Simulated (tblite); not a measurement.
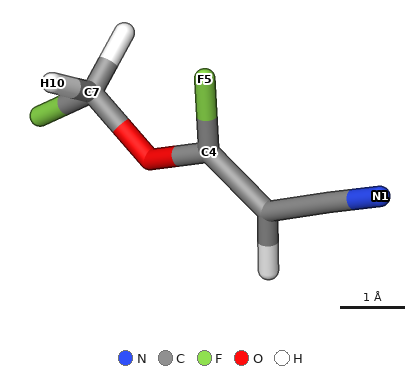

**Figure 1.** The input geometry (stick view, seen at a tilt; atoms are numbered from 1 in the order of the input).

Relaxed scan, with input and output: C4H3F2NO

C4H3F2NO, computed with GFN2-xTB relaxed scan under a harmonic restraint, gas phase (tblite 0.8.0).

What the program printed
```
point  coordinate     E/eV
  0    104.800     -720.50247
  1    119.700     -720.47675
  2    134.700     -720.58183
  3    149.600     -720.54927
  4    164.600     -720.50848
  5    179.800     -720.47963
  6    195.000     -720.47228
  7    210.200     -720.48845
  8    225.200     -720.51731
  9    240.200     -720.54888
 10    255.000     -720.56592
 11    269.800     -720.56042
```

The run was set up as follows.

Input
```
{"job": {"xc": "GFN2-xTB", "basis": "xTB", "coordinate": [["t", [2, 3, 5, 6], 0.5], ["t", [4, 3, 5, 6], 0.5]], "kind": "drive"}, "charge": 0, "multiplicity": 1}
N      3.709318    -0.737260     0.495665
C      2.643273    -0.408213     0.757483
C      1.347778     0.003299     1.109464
C      0.317376    -0.047673     0.260704
F      0.455545    -0.499399    -0.994732
O     -0.917869     0.337227     0.574430
C     -1.917501     0.235104    -0.408003
F     -3.049645     0.683643     0.160149
H      1.191825     0.374013     2.109474
H     -1.695768     0.872237    -1.278096
H     -2.078909    -0.810309    -0.713405
```

The first line tells a small driver script what to run in tblite; the rest is the geometry in Å.

Command:
```bash
OMP_NUM_THREADS=1 python <driver script> task.json out
```

Summary

| quantity | value |
| --- | --- |
| outcome | converged |
| hardware | 1 CPU thread, shared host |
| wall time | 2.4 s |
| peak memory | 0.19 GiB |
